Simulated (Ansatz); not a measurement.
**Rh: pressure series**

Start from Rh in the fcc (Cu type) structure (space group Fm-3m, No. 225).

```yaml
crystal:
  lattice:
    - [0.00000, 1.91503, 1.91503]
    - [1.91503, 0.00000, 1.91503]
    - [1.91503, 1.91503, 0.00000]
  atoms:
    - { symbol: Rh, position: [0.00000, 0.00000, 0.00000] }
```

Cell and atoms are relaxed at each pressure.

The values are results of DFT with PBE, PAW potentials and a 420 eV plane-wave cutoff in Ansatz (a quantum-chemistry and plane-wave program), scalar-relativistic without spin-orbit coupling, not measurements.

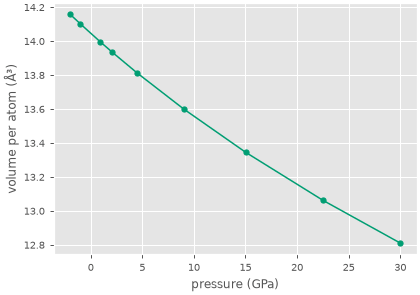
*Volume against pressure*

Question: Estimate the zero-pressure bulk modulus from the plot.

Answer: About 260 GPa; a third-order Birch–Murnaghan fit to the points gives V₀ = 14.05 Å³/atom, B₀ = 257 GPa and B₀′ = 5.1.

Measured bulk modulus of Rh: 271 GPa (static lattice; corrected from measurement; as listed in H. Levämäki et al., Physical Review B (2014)); the computed value is 5 % below it.

Load acts through the strain it causes; cell and atoms are relaxed under it. Whether these cells are dynamically stable was not tested. Competing high-pressure phases were not computed. The final runs are not spin-polarised.
